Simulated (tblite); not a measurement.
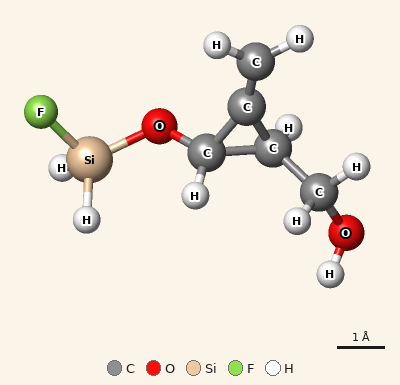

C$_{5}$H$_{9}$FO$_{2}$Si, before the relaxation. A ball-and-stick model, seen at a tilt.

These are results of GFN2-xTB geometry optimisation, gas phase in tblite 0.8.0, not measurements.

```xyz
18

C    -0.6880    2.3398    0.5609
C    -0.4237    1.0619    0.4273
C    -0.8316   -0.3744    0.6949
C    -2.0782   -0.6781   -0.1394
O    -2.5453   -1.9799    0.0417
C     0.4432   -0.0736   -0.0104
O     1.6640   -0.0576    0.5778
Si    3.0235   -0.4595   -0.3242
F     3.9765    0.9266   -0.4506
H    -1.5831    2.7437    1.0332
H     0.0159    3.0798    0.1608
H    -0.8826   -0.7202    1.7253
H    -1.8914   -0.5609   -1.2132
H    -2.9018    0.0042    0.1201
H    -2.3685   -2.5011   -0.7646
H     0.4271   -0.3554   -1.0696
H     3.8883   -1.4697    0.3120
H     2.7469   -0.9192   -1.6938
```

Where does the relaxation end?

Answer. Over 250 geometry steps the energy falls by 0.927 eV. The largest move after the best rigid fit is that of F9, 3.08 Å. By element the largest moves are F 3.08 Å, H 2.88 Å, O 1.58 Å, C 0.92 Å, Si 0.51 Å. Among the contacts that change: Si8–F9 1.687 → 1.612 Å, O7–Si8 1.680 → 1.609 Å, C2–C3 1.517 → 1.468 Å, C3–C6 1.488 → 1.523 Å. Bond angles that change, for instance: C6–O7–Si8 119.5° → 133.1°, C2–C3–C4 108.1° → 121.5°, O7–Si8–H17 114.0° → 100.6°. Groups turn about C6–O7 by about 160°, C4–O5 by about 55°, O7–Si8 by about 50°. Cost: 3.1 s on 1 thread of Arm Neoverse N1, with other jobs on the host.

Final geometry:

```xyz
18

C    -0.2443    2.3376    0.1278
C    -0.2788    1.0459   -0.0760
C    -0.7055   -0.2883    0.3644
C    -2.1408   -0.7522    0.2122
O    -2.2451   -2.1530    0.1590
C     0.1549   -0.1045   -0.8788
O     1.4702   -0.5333   -0.9120
Si    2.7346   -0.2769    0.0501
F     2.4405   -0.8765    1.5175
H    -0.7576    2.7913    0.9602
H     0.2943    2.9991   -0.5319
H    -0.2076   -0.7013    1.2349
H    -2.5803   -0.2930   -0.6870
H    -2.7304   -0.4470    1.0806
H    -1.6454   -2.4838   -0.5201
H    -0.3134   -0.2643   -1.8475
H     3.7248   -1.1148   -0.5838
H     3.0211    1.1215    0.3186
```

The end point in the same view:

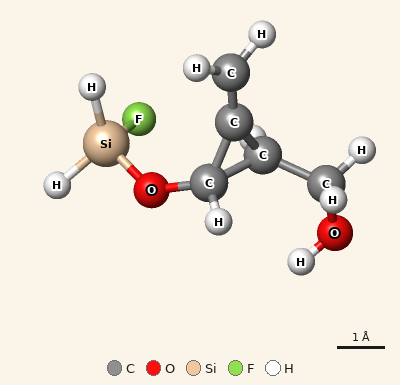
